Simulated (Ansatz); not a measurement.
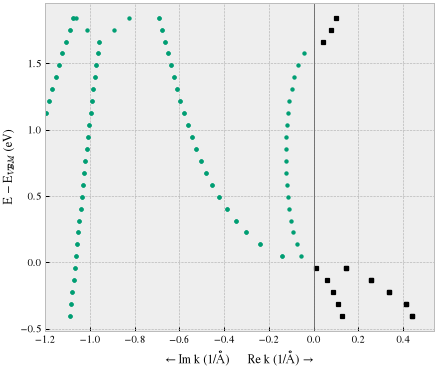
*Complex bands at the centre of the two-dimensional zone; r2SCAN run with Ansatz (a quantum-chemistry and plane-wave program)*

The gap is the functional's own, uncorrected, and κ follows it; spin-orbit coupling is left out. Mid-gap means the computed energy nearest the middle.

### Question
This is CdS (P6_3mc, wurtzite, 4 atoms a cell, 25.5 Å³ an atom) along the normal of (001). Read off the slowest decay at the centre of the two-dimensional zone at 0.85 eV, the computed energy nearest the middle of the gap.

### Answer
κ ≈ 0.12 1/Å, a decay length 1/(2κ) of the density of 4.0 Å.
